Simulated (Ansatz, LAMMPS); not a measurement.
**Liquid (Cs,Li)F at 1000 K (112 atoms), the geometry as built**

112 atoms (22 Cs, 34 Li, 56 F) placed at random at 2.94 g/cm³, melted at 1600 K for 10 ps at fixed volume with the Lennard-Jones and Coulomb ion parameters for SPC/E (Joung and Cheatham, J. Phys. Chem. B 112, 9020 (2008)), full charges. Snapshot at the end of a hold of 15 ps at 1000 K and zero pressure.

Geometry: the geometry as built. Computed with Ansatz 0.2.0: Kohn-Sham DFT, PBEsol, PAW (set soft_2), plane waves; cutoff 420 eV, Γ point, fermi-dirac smearing of 0.05 eV; density 2.95 g/cm³.

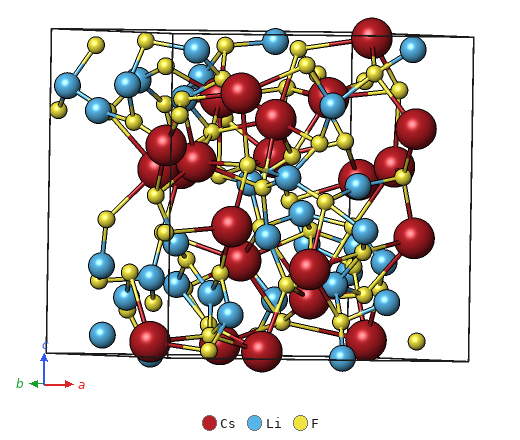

The structure (caesium red, lithium blue, fluorine yellow). Bonds to atoms that aren't drawn are left out. Some periodic images of atoms are drawn too.

Extended XYZ; positions in Å, forces in eV/Å, q the intrinsic-atomic-orbital charge in e:

```xyz
112
Lattice="13.346 0.000 0.000 0.000 13.346 0.000 0.000 0.000 13.346" Properties=species:S:1:pos:R:3:charge:R:1:forces:R:3 pbc="T T T"
Cs 6.766 1.306 3.702 0.97 -1.088 -0.132 -0.661
Cs 12.533 9.287 0.722 0.94 -0.142 0.371 -0.206
Cs 9.138 7.139 2.438 0.92 0.156 -0.306 -0.139
Cs 6.010 9.587 10.649 0.92 0.370 0.213 -1.221
Cs 3.855 1.919 10.904 0.92 0.094 -0.387 0.171
Cs 6.055 4.652 0.260 0.93 0.677 -0.145 0.136
Cs 13.058 11.657 7.301 0.92 0.235 -0.363 -0.158
Cs 0.548 3.313 0.624 0.95 -0.003 -0.431 0.049
Cs 10.523 4.188 13.204 0.92 -0.669 -0.368 0.114
Cs 12.090 3.088 5.009 0.95 0.245 -0.600 -0.722
Cs 3.254 9.452 7.661 0.93 -0.024 0.174 -0.078
Cs 3.146 0.979 5.427 0.93 -0.661 0.086 -0.067
Cs 11.026 0.432 9.533 0.94 -0.470 0.123 0.132
Cs 7.173 9.917 3.931 0.93 -0.525 0.197 0.440
Cs 0.679 2.217 8.723 0.91 0.455 0.455 -0.107
Cs 6.759 5.280 9.800 0.93 -0.022 0.591 0.062
Cs 9.844 7.164 10.702 0.93 0.165 -0.809 -0.157
Cs 12.019 5.200 7.919 0.92 0.083 0.896 0.275
Cs 5.892 8.880 0.489 0.93 0.288 -0.074 0.524
Cs 8.992 10.975 8.196 0.93 -0.376 -0.797 -0.051
Cs 3.256 5.259 8.023 0.93 0.177 -0.289 0.134
Cs 5.688 13.002 7.666 0.92 -0.013 -0.430 0.160
Li 3.004 4.790 12.621 0.75 -0.091 0.332 -0.270
Li 3.542 7.921 2.944 0.80 0.299 -0.009 -0.351
Li 8.781 3.522 3.047 0.76 0.558 0.360 -0.402
Li 10.164 1.198 2.373 0.77 0.146 -0.252 -0.390
Li 8.985 10.975 12.954 0.78 -0.959 -0.110 0.222
Li 3.809 4.820 2.625 0.78 -0.166 0.006 -0.371
Li 3.344 6.921 10.603 0.76 0.644 0.092 -0.130
Li 9.392 2.644 7.124 0.80 -0.420 -0.346 0.187
Li 11.904 8.907 4.587 0.80 -0.284 0.287 -0.211
Li 6.436 12.758 11.421 0.77 -0.029 -0.272 -0.088
Li 9.364 11.570 2.317 0.78 -0.204 0.776 -0.326
Li 10.855 11.781 4.640 0.78 -0.119 0.118 0.219
Li 2.937 11.018 11.291 0.79 -0.481 -0.499 -0.287
Li 2.079 12.368 0.776 0.82 -0.437 0.664 -0.202
Li 10.725 10.007 10.640 0.74 0.787 -0.120 0.088
Li 8.156 1.002 0.064 0.79 0.146 0.214 -0.102
Li 6.637 7.725 7.158 0.78 0.208 0.517 0.591
Li 0.205 8.554 10.054 0.79 -0.197 0.757 0.055
Li 11.879 5.822 3.968 0.76 -0.275 0.244 -0.585
Li 4.011 11.871 3.165 0.78 0.289 0.230 0.298
Li 0.368 5.799 11.158 0.77 0.075 -0.442 -0.012
Li 0.072 11.666 11.027 0.78 0.458 -0.101 0.196
Li 0.793 6.589 2.404 0.79 -0.563 0.358 0.299
Li 13.119 12.677 3.469 0.80 0.017 0.286 0.494
Li 6.515 5.365 4.965 0.82 0.282 0.545 0.109
Li 6.381 2.912 7.435 0.76 -0.096 0.165 0.208
Li 2.154 4.640 4.683 0.79 -0.613 0.243 -0.010
Li 8.827 0.415 5.298 0.76 0.656 -0.269 0.036
Li 10.755 0.213 12.799 0.79 -0.170 0.263 0.365
Li 2.522 8.175 0.063 0.79 -0.125 0.085 0.089
Li 7.835 1.711 10.433 0.78 0.062 -0.373 0.277
Li 8.938 7.661 5.929 0.78 0.719 -0.123 0.123
Li 3.472 1.803 1.776 0.78 -0.094 -0.336 -0.258
Li 1.199 10.404 3.654 0.80 -0.215 0.084 0.711
F 9.413 2.040 4.429 -0.83 -0.028 0.135 -0.240
F 2.212 0.962 0.307 -0.85 0.373 -0.265 0.608
F 8.115 6.269 12.708 -0.89 0.062 -0.104 0.108
F 7.546 12.856 9.742 -0.85 0.000 0.663 0.649
F 9.536 1.379 11.787 -0.83 -0.287 -0.192 -0.008
F 7.795 3.009 8.867 -0.83 0.309 -0.819 0.099
F 7.268 5.045 3.017 -0.83 -0.053 -0.631 1.002
F 10.312 12.426 6.398 -0.84 0.016 0.465 -0.694
F 7.580 1.709 6.481 -0.83 0.450 -0.056 -0.023
F 1.123 11.206 12.711 -0.82 0.559 0.563 0.213
F 8.545 2.185 1.545 -0.83 0.129 0.152 0.407
F 11.372 2.626 7.536 -0.87 -1.214 -0.225 0.326
F 10.042 9.358 5.211 -0.82 0.172 -0.425 -0.290
F 4.453 5.487 11.452 -0.85 -1.042 0.253 0.153
F 6.004 4.738 7.006 -0.84 0.255 -0.048 -0.898
F 8.928 9.487 11.069 -0.85 0.452 1.295 0.274
F 6.546 1.467 12.092 -0.82 0.609 -0.431 -0.523
F 3.450 9.263 11.902 -0.83 -0.236 -0.605 0.599
F 12.064 8.701 11.389 -0.85 0.258 -0.012 -0.128
F 10.904 12.967 3.205 -0.81 0.081 -0.275 -0.033
F 3.250 6.149 3.989 -0.82 -0.266 -0.651 -0.408
F 0.257 4.947 3.443 -0.83 0.640 0.537 -0.006
F 7.022 7.379 5.343 -0.83 0.528 -0.507 0.451
F 0.080 0.668 5.144 -0.86 0.121 -0.503 -0.324
F 9.014 9.865 1.432 -0.84 0.280 0.733 0.010
F 10.666 6.319 5.433 -0.83 0.113 0.058 -0.253
F 1.114 6.886 9.622 -0.82 -0.014 0.155 0.777
F 11.700 1.653 0.782 -0.85 -0.640 -0.476 -0.020
F 4.835 7.504 9.235 -0.86 -0.764 -0.440 -0.034
F 10.504 4.537 2.639 -0.85 -0.269 0.065 0.563
F 1.609 8.495 1.877 -0.81 0.720 -0.724 0.007
F 4.694 13.295 2.116 -0.84 -0.629 0.291 0.318
F 8.232 12.405 3.984 -0.84 0.610 0.080 0.159
F 3.385 3.786 0.899 -0.83 0.053 0.231 -0.083
F 4.586 12.114 10.308 -0.84 -0.237 -0.039 0.582
F 1.313 10.260 9.993 -0.83 -0.103 0.014 0.012
F 1.289 6.137 12.967 -0.81 0.497 0.077 -0.380
F 12.531 10.794 3.742 -0.81 0.035 -0.053 0.194
F 4.349 2.307 7.944 -0.86 0.402 -0.015 -0.054
F 9.105 12.858 0.797 -0.81 0.507 -0.406 -0.402
F 11.982 4.695 11.071 -0.87 0.893 0.640 -0.452
F 6.143 9.895 7.428 -0.86 0.213 -0.519 -0.040
F 0.357 13.320 9.999 -0.88 -0.269 -0.687 0.144
F 4.501 6.698 1.309 -0.84 -0.912 -0.038 0.567
F 12.319 7.383 2.866 -0.83 0.045 -0.075 0.582
F 6.842 11.161 12.758 -0.85 0.569 0.783 -0.500
F 11.643 9.734 8.894 -0.85 -0.359 0.385 0.380
F 4.567 9.599 2.782 -0.85 -0.569 -0.142 0.216
F 1.117 4.358 6.634 -0.87 0.170 -0.075 -0.768
F 4.612 12.178 5.026 -0.87 0.014 -0.109 -0.412
F 1.127 9.759 5.569 -0.86 0.029 0.134 -0.519
F 1.827 12.217 3.021 -0.81 -0.247 -0.745 -0.428
F 11.250 11.894 11.618 -0.81 -0.118 -0.101 0.103
F 2.053 3.962 10.606 -0.85 -0.173 0.361 0.408
F 8.311 7.278 8.288 -0.85 -0.501 0.184 -0.974
F 3.441 2.882 3.486 -0.83 0.008 0.794 -0.219
```

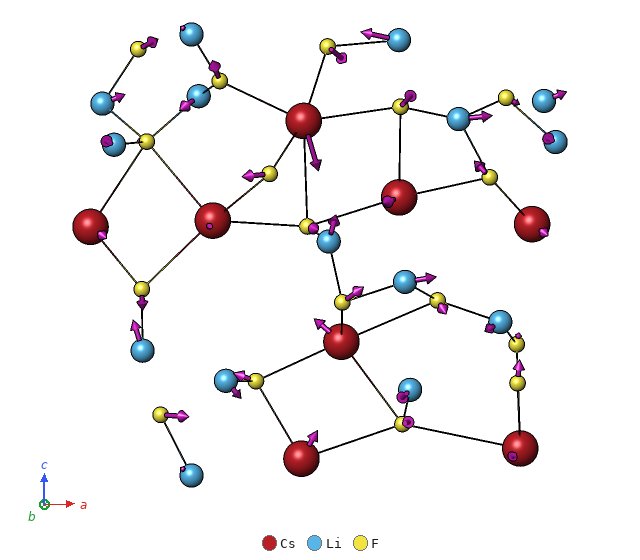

The forces as arrows, the longest 1.40 eV/Å. Drawn is a slice 4 Å thick, seen along the normal of the ac plane. Bonds to atoms that aren't drawn are left out.

The force components of 0.41 eV/Å r.m.s. hold both thermal displacement and the mismatch between the potential that made the cell and DFT. The network of bonds at the start is that of the classical potential that made the cell, and needn't be the one that DFT or experiment would give. Only the Γ point is sampled, in a cell whose shortest periodic width is 13 Å.

The r.m.s. force component is 0.411 eV/Å; the longest force, 1.40 eV/Å, acts on F72.

[Logs are printed without paths, hosts, clocks, repeated set-up lines and the standing remarks that a program may print on its own settings, such as how far it seeks lower states.]

[Hosts, paths, dates, database ids (printed as entryN), source tags and the programs' standing remarks are cut or masked in the printed files.]
